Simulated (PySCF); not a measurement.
# C$_{5}$H$_{12}$N (SMILES [CH2]CNC(C)C) (doublet): what the fields show

```
atom    x (Å)    y (Å)    z (Å)
   C   2.4094  -0.5491  -0.6966
   C   1.7563   0.1842   0.4009
   N   0.4149  -0.3661   0.6679
   C  -0.6664   0.1103  -0.1846
   C  -1.7846  -0.9276  -0.2108
   C  -1.1848   1.4378   0.3723
   H   3.0682  -1.3696  -0.4836
   H   2.0003  -0.4902  -1.6889
   H   1.6297   1.2450   0.1690
   H   2.3273   0.0975   1.3288
   H   0.4645  -1.3803   0.6456
   H  -0.3203   0.2765  -1.2192
   H  -1.4379  -1.8566  -0.6606
   H  -2.6276  -0.5595  -0.7900
   H  -2.1207  -1.1347   0.8025
   H  -2.0104   1.8033  -0.2332
   H  -0.3995   2.1892   0.3749
   H  -1.5271   1.2963   1.3940
```

Geometry: GFN2-xTB.

The calculation used PySCF, UKS B3LYP, pcH-1 on C H N, non-relativistic, mean-field spin-orbit, GIAO.

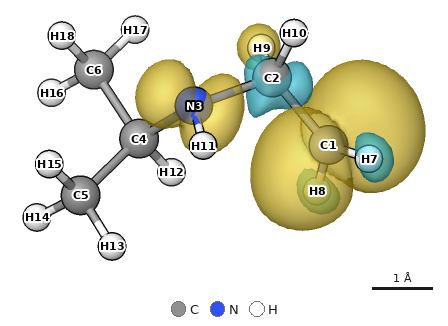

Figure 1. Isosurfaces of the spin density at +0.015 (yellow) and −0.015 e/Å³ (cyan), seen at a tilt.

### Where is the unpaired spin?

The unpaired spin (1 electron) lies mostly on C1 (about 0.7) and N3 (about 0.1), in electrons by Hirshfeld's partition.

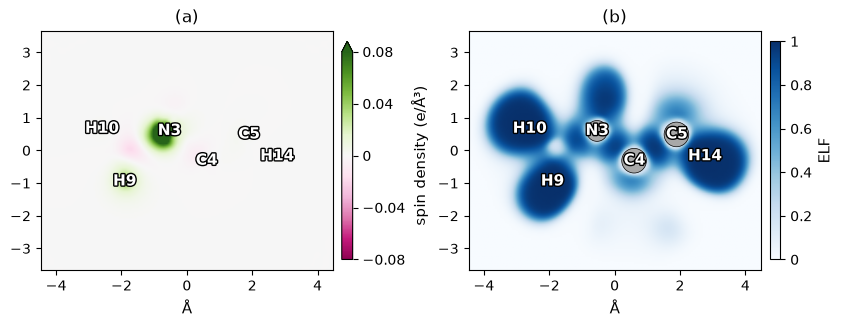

Figure 2. (a) spin density (α minus β); (b) ELF on the plane of atoms C4, C5 and H14. Grey discs cover the atomic cores in the ELF map.

### Read the bonding off the picture.

- The plane passes through N, C and H nuclei.
- C–N (1.46 Å): the ELF peaks at about 0.95 between the atoms (a shared electron pair).
- C–C (1.53 Å): the ELF peaks at about 0.95 between the atoms (localised, covalent bonding).
- C–H (1.09 Å): the ELF climbs to about 1 towards the hydrogen, as it does in any bond to H: an ordinary covalent bond to hydrogen.

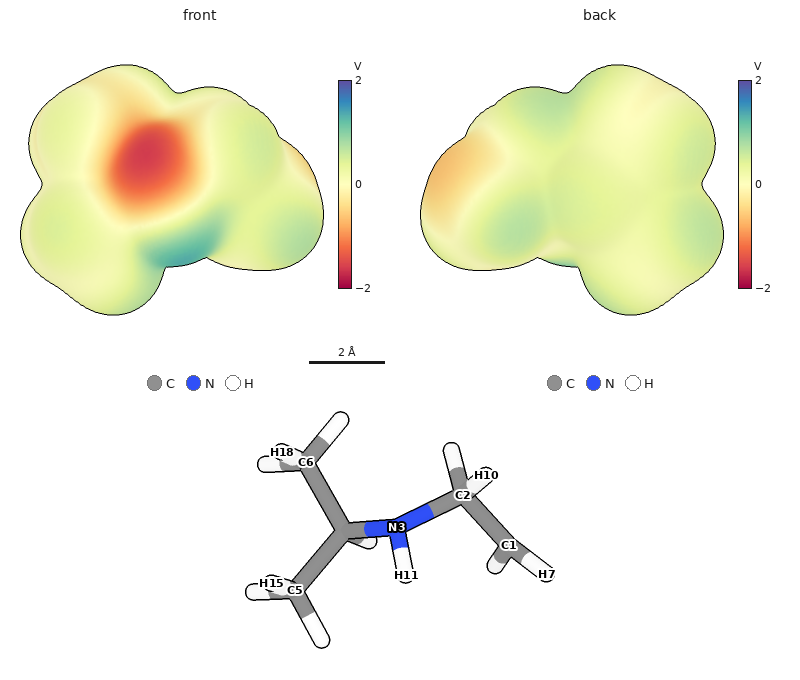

Figure 3. The molecular electrostatic potential painted on the density surface at 0.002 e/bohr³, seen from the front and from behind; red is negative and blue positive. The bare structure is drawn below in the same view.

### Which sites attract a positive test charge, and which a negative one?

A positive charge is drawn to the negative regions and a negative charge to the positive ones. The most negative region (about −1.6 V) lies over N3, the most positive (about +1.2 V) over H11. N3 is the likeliest acceptor of a hydrogen bond.
